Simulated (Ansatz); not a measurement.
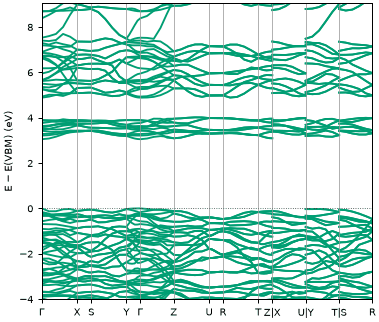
Figure: Band structure from plane-wave PAW PBE (Ansatz code)

### Question
Read off the gap and where the band edges lie.

### Answer
About 3.1 eV (3.05 eV by a search for the band edges); maximum at Γ, minimum at Γ.

The material is HfTiO₄ in space group Pbcn (No. 60; Hf on 4c, Ti on 4c, O on 8d, O on 8d).

The start of the workflow was typed in or built on a structure type; neither database checked (COD, Materials Project) lists it. Whether it is the stable phase at ambient conditions was not checked. The PBE relaxation kept the symmetry of its start; its stability against distortions is not shown here. The workflow began spin-polarised and lost its moments. Spin–orbit coupling is left out wherever it is not named.

Potentials: the later of the program's two PAW sets.
